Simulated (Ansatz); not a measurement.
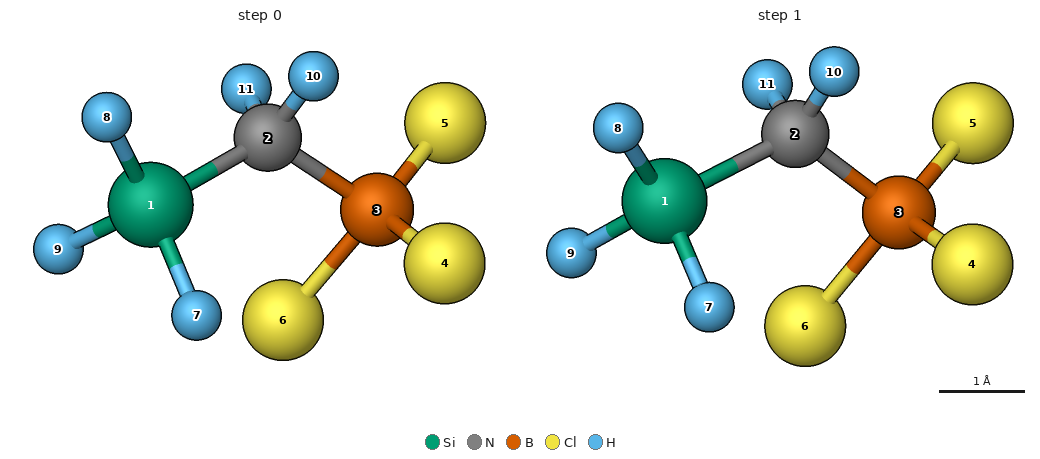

The structure of BSiNH₅Cl₃ (charge −1, multiplicity 2) before (left) and after (right) a relaxation, at one scale.

The picture is a ball-and-stick view, seen at a tilt.

Theory: Ansatz, UKS B97M-V/STO-3G.

The input:
```yaml
crystal:
  periodic: [false, false, false]
  atoms:
    - {symbol: Si, position_ang: [-0.217613, -1.222583, 0.915679]}
    - {symbol: N, position_ang: [0.649342, -0.100375, -0.227971]}
    - {symbol: B, position_ang: [-0.079630, 1.226459, -0.947482]}
    - {symbol: Cl, position_ang: [-1.281115, 0.469174, -2.007394]}
    - {symbol: Cl, position_ang: [1.131606, 2.185298, -1.574082]}
    - {symbol: Cl, position_ang: [-0.889635, 1.753295, 0.642823]}
    - {symbol: H, position_ang: [-1.683188, -1.097400, 0.581864]}
    - {symbol: H, position_ang: [0.435988, -2.638015, 0.748528]}
    - {symbol: H, position_ang: [-0.204903, -0.644636, 2.387592]}
    - {symbol: H, position_ang: [1.030966, -0.619285, -1.119774]}
    - {symbol: H, position_ang: [1.515178, 0.378539, 0.147649]}
basis:
  gaussian: {orbitals: STO-3G}
total_charge: -1
magnetization: {spin_polarized: true, initial_magnetization: 1}
hamiltonian: {xc: {name: B97M-V}}
relax: {f_tol: 0.001, max_steps: 2}
output: {forces: true}
```

Command:
```bash
ansatz run in.yaml --threads 4 --pin off --events-out ev --progress --plain --max-ram 11315MiB
```

Question: Describe what moved and what it gained.

Answer: The relaxation stopped without meeting its thresholds, so the last structure isn't shown to be converged. The input was poor on purpose: steps. H8 moves most after the best rigid fit: 0.20 Å. Largest moves by element: H 0.20 Å, Cl 0.13 Å, Si 0.10 Å, N 0.10 Å, B 0.04 Å. Among the contacts that change: Si1–Cl6 3.063 → 3.200 Å, Si1–N2 1.822 → 1.929 Å, B3–Cl5 1.667 → 1.756 Å, B3–Cl6 1.861 → 1.922 Å. Bond angles that change, for instance: H7–Si1–H8 117.2° → 104.4°, N2–Si1–H9 110.8° → 119.2°, Si1–N2–H11 116.4° → 108.4°. After 1 geometry step the energy has fallen by 2.270 eV. The largest force component goes from 6 to 4.4 eV/Å.

Limits of the set-up: STO-3G is a minimal basis, so the numbers are rough.
